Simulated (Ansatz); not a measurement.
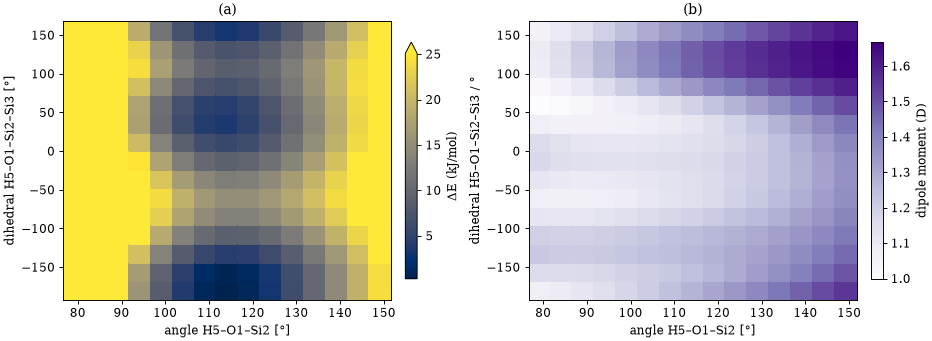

H7OSi3, SMILES O[Si]([SiH3])[SiH3], spin multiplicity 2. Coordinates scanned: (1) angle H5–O1–Si2; (2) dihedral H5–O1–Si2–Si3. Nothing is relaxed (all other coordinates rigid). The grid has 15 × 15 points. Energies are in kJ/mol, from the relaxed molecule at the same level. Theory: UKS PBE-D4/def2-SVP in Ansatz 0.2.0.

Panel (a) is the energy and panel (b) the computed dipole moment on the same grid.

Drawn: one coloured cell a grid point, one colour for all values above the top of the scale.

### How does the dipole moment vary over the map, and what is it at the lowest grid point?

Leaving out the highest fifth of the energies, it runs from 1.03 D at angle H5–O1–Si2 = 89.2°, dihedral H5–O1–Si2–Si3 = 60° to 1.67 D at angle H5–O1–Si2 = 149.2°, dihedral H5–O1–Si2–Si3 = 132°. At the lowest grid point, angle H5–O1–Si2 = 114.2°, dihedral H5–O1–Si2–Si3 = −180°, it is 1.27 D.
